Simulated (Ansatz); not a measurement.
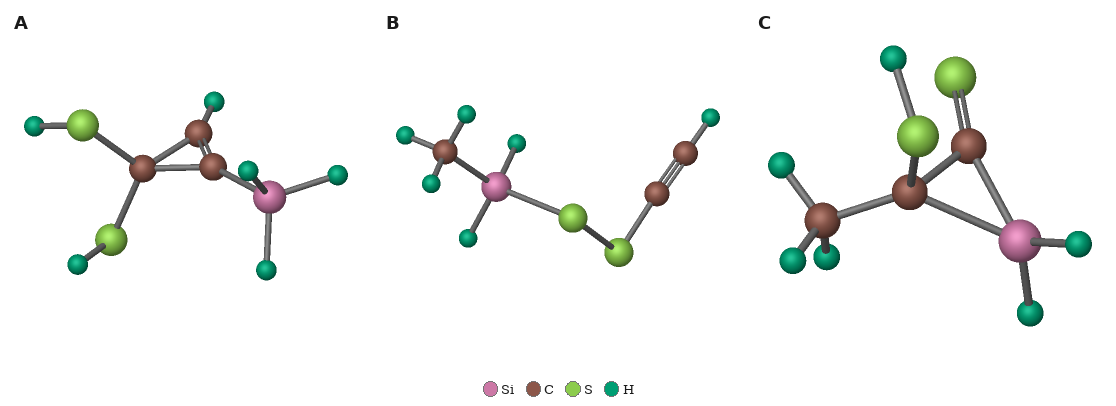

(Drawn from a calculation with Ansatz.)

> Match each picture to its SMILES.
(1) C[C@@]1(S)[SiH2]C1=S
(2) C#CSS[SiH2]C
(3) [SiH3]C1=CC1(S)S

A is (3), B is (2), C is (1).
